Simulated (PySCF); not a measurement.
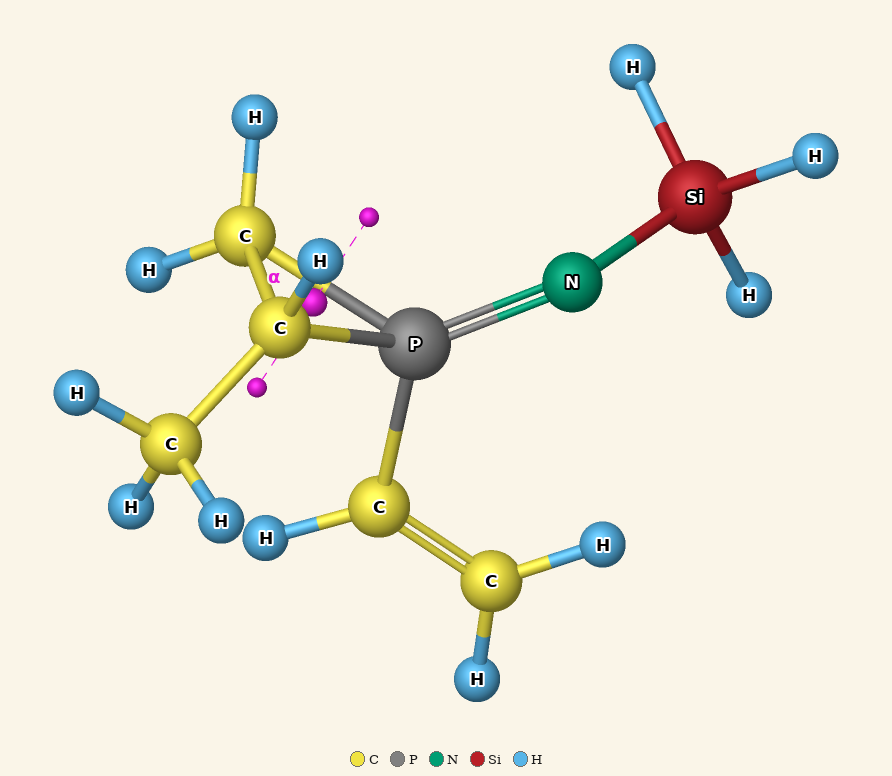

The small points mark where nucleus-independent chemical shifts (NICS) were computed: at the centre of each lettered ring and 1 Å above and below it. Computed geometry: GFN2-xTB optimisation. No frequency run is at hand to confirm it as a minimum. Properties computed with GIAO PBE0/pcSseg-1 NMR shielding, non-relativistic, gas phase (PySCF 2.14.0).

Give NICS(0), NICS(1) and the out-of-plane component NICS(1)zz for each ring (means of the two sides).

```csv
ring,members,NICS(0),NICS(1),NICS(1)zz
α,C2P,−24.9,−6.2,−12.3
```

Values in ppm.

The geometry is semi-empirical. Around P, Si such bond lengths and angles can be off by a tenth of an ångström or more and by several degrees, and values that hang on the shape move with them.
